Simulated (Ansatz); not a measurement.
```xyz
13

C    -2.1545    0.0367   -0.1747
Ge   -0.3035   -0.4753   -0.5526
C     0.9072   -1.0347    0.8943
C     1.1849    0.3950    0.4016
S     2.7939    0.8459   -0.2967
H    -2.2165    0.4146    0.8637
H    -2.4895    0.8325   -0.8674
H    -2.8278   -0.8366   -0.2766
H     0.0407   -1.0105   -1.9579
H     1.6711   -1.7875    0.6331
H     0.5263   -1.1508    1.9249
H     0.8745    1.1954    1.0978
H     2.6970    0.1270   -1.4513
```

Level of theory: RKS PBE-D4/def2-SVP in Ansatz.

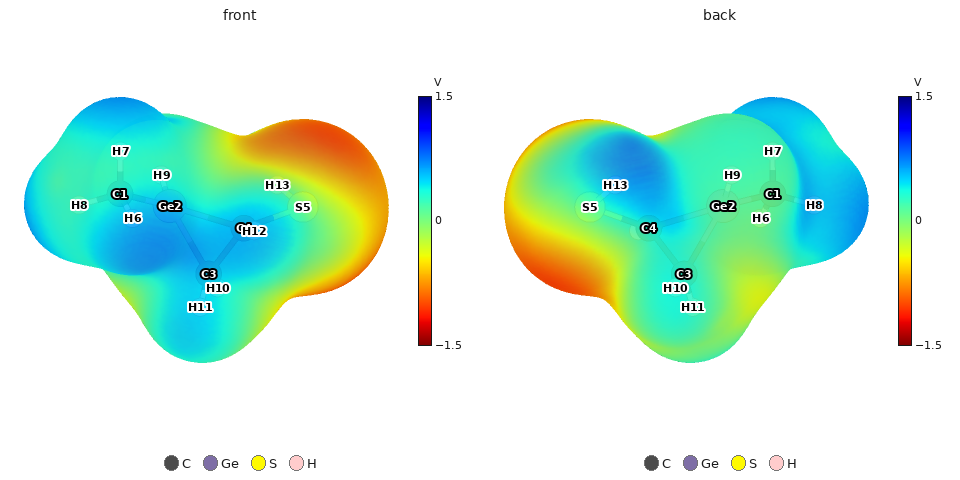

C3H8GeS. The molecular electrostatic potential painted on the density surface at 0.001 e/bohr³, seen from the front and from behind; red is negative and blue positive.

Question: Where is the surface potential most negative and most positive?

Answer: The most negative region (about −1.0 V, or −23 kcal/mol for a unit charge) lies over S5, the most positive (about +0.7 V, or +16 kcal/mol for a unit charge) over H6, H8 and H13.
